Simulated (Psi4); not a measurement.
**[BCl2]+ (SMILES Cl[B+]Cl), step by step**

We compute a geometry optimisation (PBE/pcseg-1), then the harmonic vibrations, then a single-point energy (MP2-F12/cc-pVDZ-F12) of [BCl2]+. 

The results are computed with Psi4 1.11.

## (1) The molecule

[BCl2]+: 3 atoms, total charge +1, spin state singlet. As SMILES, `Cl[B+]Cl`. The shape comes from GFN2-xTB, which is rough for such elements, and wasn't checked as a minimum. The run starts from this shape.

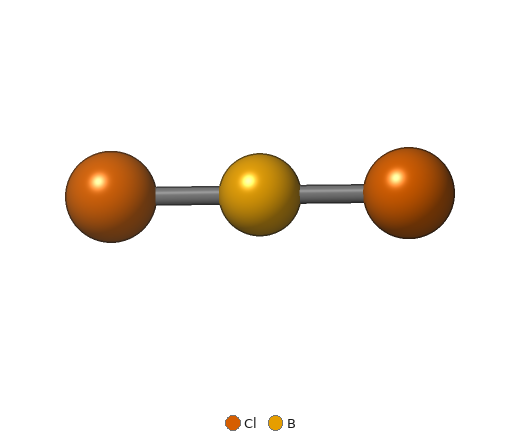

Viewed from a chosen angle; chlorine orange, boron amber.

## (2) A geometry optimisation at PBE/pcseg-1 (density fitting) (run 1)

Input file bcl2.xyz:

```xyz
3
BCl2
Cl    -1.238380     0.766480    -0.591300
B      0.000740     0.001360     0.000550
Cl     1.237640    -0.767840     0.590740
```

Input file calc.py:

```python
import psi4

psi4.set_memory(1600000000)
psi4.set_num_threads(1)
psi4.core.set_output_file('output.dat', False)

with open('bcl2.xyz') as f:
    atoms = ''.join(f.readlines()[2:])
molecule = psi4.geometry('1 1\n' + atoms + 'symmetry c1')

psi4.set_options({
    'basis': 'pcseg-1',
    'reference': 'rks',
    'geom_maxiter': 60,
})

energy_value = psi4.optimize("pbe")
print('E =', round(energy_value, 9))
print(molecule.to_string(dtype='xyz', units='Angstrom'))
```

The run is started by

```
python calc.py
```

output.dat:

```text
gradient() will perform analytic gradient computation.

   => Loading Basis Set <=

    Name: PCSEG-1
    Role: ORBITAL
    Keyword: BASIS

         ---------------------------------------------------------
                                   SCF
                              RKS Reference
                        1 Threads,   1525 MiB Core
         ---------------------------------------------------------

  ==> Geometry <==

    Molecular point group: c1
    Full point group: Cs

    Geometry (in Angstrom), charge = 1, multiplicity = 1:

[... 143 lines left out ...]
   @DF-RKS iter   2:  -944.37941393509846    9.03865e-02   9.37919e-03 ADIIS/DIIS
[... 68 lines left out ...]
 Dipole X            :          0.0022594           -0.0007888            0.0014706
[... 256 lines left out ...]
   @DF-RKS iter   9:  -944.52575973552439   -4.22385e-08   1.83790e-06 DIIS
[... 132 lines left out ...]
	   Step    Total Energy     Delta E     Max Force     RMS Force      Max Disp      RMS Disp
[... 116 lines left out ...]
    Empirical Dispersion Energy =           0.0000000000000000
[... 202 lines left out ...]
   @DF-RKS iter   6:  -944.52590786974213   -1.93268e-12   3.92164e-08 DIIS
[... 155 lines left out ...]
	  Convergence Criteria     1.00e-06 *    3.00e-04 *             o    1.20e-03 *             o
[... 4 lines left out ...]
Next Geometry in Ang
	Fragment 1 (Ang)

	   Cl   0.7977972687   1.4179951279  -0.0000000000
	    B   0.0003826002  -0.0002177166  -0.0000000000
	   Cl  -0.7978298510  -1.4179778839  -0.0000000000

    Final optimized geometry and variables:
    Molecular point group: c1
    Full point group: Cs

    Geometry (in Angstrom), charge = 1, multiplicity = 1:

    CL           0.797655746384     1.417895002655     0.000000000000
    B            0.000510849705    -0.000292588835    -0.000000000000
    CL          -0.797816578095    -1.417802886397     0.000000000000

[set-up sections that repeat, and orbital energies of the middle runs, are left out above]
```

On the terminal:

```text
Some dependencies such as QCElemental have not yet finished migration to pydantic v2. If issues are encountered please downgrade pydantic or upgrade QCElemental as appropriate
Optimizer: Optimization complete!
E = -944.52590787
3
1 1 BCl2
Cl                    0.797655746384     1.417895002655     0.000000000000
B                     0.000510849705    -0.000292588835     0.000000000000
Cl                   -0.797816578095    -1.417802886397     0.000000000000
```

Run time: 9.3 s. Hardware: 1 thread of Intel Xeon at 2.60GHz (Ice Lake), shared host; peak memory 0.31 GiB.

Step by step:

```
step  energy from the first frame kept (eV)  largest force (eV/Å)
   0                                 0.0000                2.5594
   1                                -0.1302                0.4100
   2                                -0.1342                0.0544
   3                                -0.1343                0.0075
```

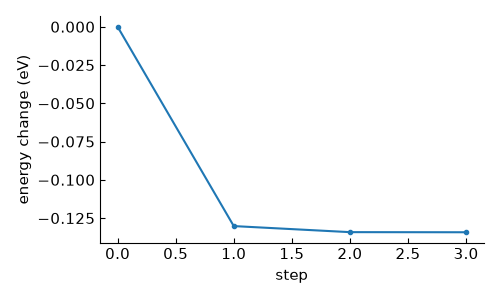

Energy along the run.

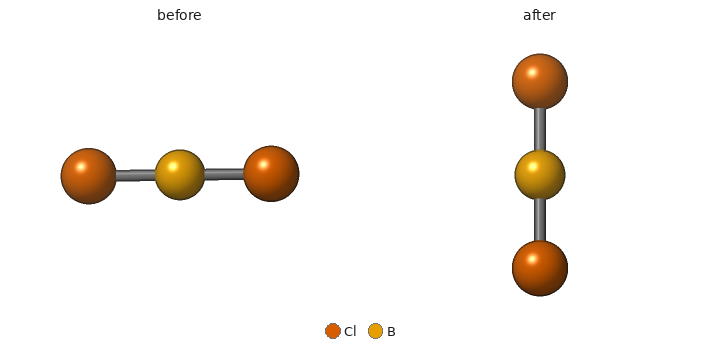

Before and after, at one scale.

After the run. Bond lengths: Cl1–B2 1.627 Å, B2–Cl3 1.627 Å. Angles: Cl1–B2–Cl3 180.0°.

## (3) The harmonic vibrations at PBE/pcseg-1 (density fitting) (run 2)

Input file bcl2.dat:

```
memory 1.6 GB

molecule geom {
  1 1
  Cl     0.000000     0.000000    -1.626863
  B      0.000000     0.000000     0.000003
  Cl     0.000000     0.000000     1.626860
  symmetry c1
}

set {
  basis                      pcseg-1
  t                          298.15
  rotational_symmetry_number 2
}

e, wfn = frequency('pbe', return_wfn=True)
```

The run is started by

```
psi4 -i bcl2.dat -o bcl2.out -n 1
```

bcl2.out:

```text
Psi4 1.11 release

         ----------------------------------------------------------
                                   FINDIF
         ----------------------------------------------------------

[... 272 lines left out ...]
 Dipole Z            :          0.0000218           -0.0000026            0.0000192
[... 408 lines left out ...]
    Weights Tolerance      =       1.00E-15
[... 392 lines left out ...]
    Weights Tolerance      =       1.00E-15
[... 369 lines left out ...]
    Weights Tolerance      =       1.00E-15
[... 340 lines left out ...]
                           Total Energy        Delta E     RMS |[F,P]|
[... 338 lines left out ...]
   @DF-RKS iter SAD:  -944.89670419302900   -9.44897e+02   0.00000e+00
[... 359 lines left out ...]
    Translational S                         39.088 [cal/(mol K)]      163.544 [J/(mol K)]       0.06229057 [mEh/K] (mol. weight = 80.9470 [u], P = 101325.00 [Pa])
[... 49 lines left out ...]
  Gibbs free energy, G = H - T * S
    Electronic contrib to G beyond E_e       0.000 [kcal/mol]        0.000 [kJ/mol]       0.00000000 [Eh]
    Translational contrib to G             -10.173 [kcal/mol]      -42.563 [kJ/mol]      -0.01621147 [Eh]
    Rotational contrib to G                 -4.169 [kcal/mol]      -17.444 [kJ/mol]      -0.00664400 [Eh]
    Vibrational contrib to G                 3.391 [kcal/mol]       14.188 [kJ/mol]       0.00540381 [Eh]
  Correction G                             -10.951 [kcal/mol]      -45.819 [kJ/mol]      -0.01745167 [Eh]
  Total G, Gibbs energy at  298.15 [K]                                                 -944.54335957 [Eh]
  *** Absolute Gibbs energy, not a free energy of formation ***

    Psi4 run time: 0:00:28.03

[set-up sections that repeat, and orbital energies of the middle runs, are left out above]
```

Standard output:

```text
Warning: used thermodynamics relations inappropriate for low-frequency modes: ['305.6783' '305.6783' '557.1021']
```

Wall time 29 s (1 thread of Intel Xeon at 2.60GHz (Ice Lake), shared host); peak memory 0.31 GiB.

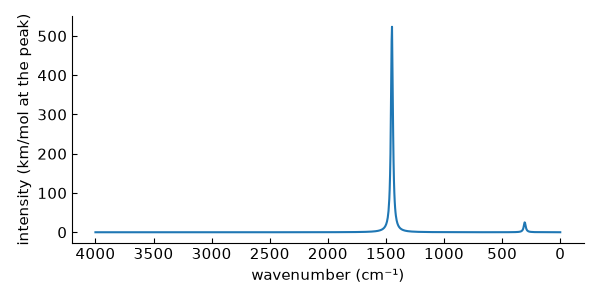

Harmonic infrared spectrum, unscaled, lines broadened by 10 cm⁻¹.

## (4) A single-point energy at MP2-F12/cc-pVDZ-F12 (density fitting, density fitting for correlation) (run 3)

Input file bcl2.in:

```
memory 1600 MB

molecule {
  1 1
  Cl     0.634730     1.410926     0.501501
  B      0.000243    -0.000694     0.000053
  Cl    -0.635314    -1.411640    -0.501904
  symmetry c1
}

set basis cc-pVDZ-F12
set reference rhf
set freeze_core true

energy("mp2-f12")
```

The run is started by

```
psi4 -n 1 bcl2.in bcl2.out
```

bcl2.out:

```text
Psi4 1.11 release

    SCF Algorithm Type (re)set to DF.

   => Loading Basis Set <=

    Name: CC-PVDZ-F12
    Role: ORBITAL
    Keyword: BASIS

         ---------------------------------------------------------
                                   SCF
                              RHF Reference
                        1 Threads,   1525 MiB Core
         ---------------------------------------------------------

  ==> Geometry <==

    Molecular point group: c1
    Full point group: Cs

    Geometry (in Angstrom), charge = 1, multiplicity = 1:

[... 92 lines left out ...]
   @DF-RHF iter SAD:  -943.60405404611652   -9.43604e+02   0.00000e+00
[... 4 lines left out ...]
   @DF-RHF iter   5:  -943.48400070722971   -1.10106e-04   2.00081e-05 DIIS
[... 4 lines left out ...]
   @DF-RHF iter  10:  -943.48400936532016   -1.36424e-12   1.70672e-09 DIIS
[... 36 lines left out ...]
    One-Electron Energy =               -1495.8145745212045767
[... 18 lines left out ...]
 Dipole Z            :          0.0000000            0.0000000            0.0000000
[... 47 lines left out ...]
	 Correlation Energy        =      -0.3844600653451213 [Eh]
[... 9 lines left out ...]
	 SCS Total Energy          =    -943.8564226633774297 [Eh]
[... 76 lines left out ...]
 ===> Computing F12/3C(FIX) Energy Correction <===

  i   j  |     E_F12(Singlet)     E_F12(Triplet)            E_F12
 ----------------------------------------------------------------------
 12  12  |    -0.001651970353     0.000000000000      -0.001651970353
 12  13  |    -0.003444701638    -0.000015820867      -0.003460522504
 12  14  |    -0.003055275121    -0.000372119981      -0.003427395102
[... 32 lines of this table left out ...]
 19  19  |    -0.003078739655     0.000000000000      -0.003078739655

 ===> DF-MP2-F12/3C(FIX) Energies <===

     RHF Reference Energy:              -943.484009365320
     CABS Singles Correction:            -0.009702588387
     CABS-corrected Reference Energy:   -943.493711953707
     MP2 Correlation Energy:             -0.384460065345
     F12/3C(FIX) Correction Energy:      -0.128419377643
     MP2-F12/3C(FIX) Correlation Energy: -0.512879442988
  Total DF-MP2-F12/3C(FIX) Energy:      -944.006591396695

	total time  =         27 seconds =       0.45 minutes

    Psi4 run time: 0:00:29.97
```

It took 31 s on 1 thread of Intel Xeon at 2.60GHz (Ice Lake), shared host; peak memory 1.6 GiB.

## (5) Results

| quantity | value |
| --- | --- |
| run 1, PBE/pcseg-1: total energy at the end | -944.52591 Eh |
| run 1, PBE/pcseg-1: HOMO energy | -15.73 eV |
| run 1, PBE/pcseg-1: LUMO energy | -9.36 eV |
| run 1, PBE/pcseg-1: HOMO–LUMO gap | 6.37 eV |
| run 2, PBE/pcseg-1: lowest harmonic wavenumber | 306 cm⁻¹ |
| run 2, PBE/pcseg-1: highest harmonic wavenumber | 1448 cm⁻¹ |
| run 2, PBE/pcseg-1: zero-point energy | 15.7 kJ/mol |
| run 2, PBE/pcseg-1: ideal-gas entropy at 298.15 K (symmetry number 2 as used) | 58.4 cal/(mol K) |
| run 3, MP2-F12/cc-pVDZ-F12: total energy | -944.00659 Eh |
| run 3, MP2-F12/cc-pVDZ-F12: HOMO energy (Hartree–Fock orbitals) | -20.22 eV |
| run 3, MP2-F12/cc-pVDZ-F12: LUMO energy (Hartree–Fock orbitals) | -4.49 eV |
| run 3, MP2-F12/cc-pVDZ-F12: HOMO–LUMO gap (Hartree–Fock orbitals) | 15.73 eV |
| run 3, MP2-F12/cc-pVDZ-F12: correlation energy (11 core orbitals frozen) | -512.9 mEh |

What this shows: The optimisation (run 1, PBE/pcseg-1) took 4 steps and changed the energy by -0.134 eV. All 4 modes are real, so the shape is a minimum at this level.
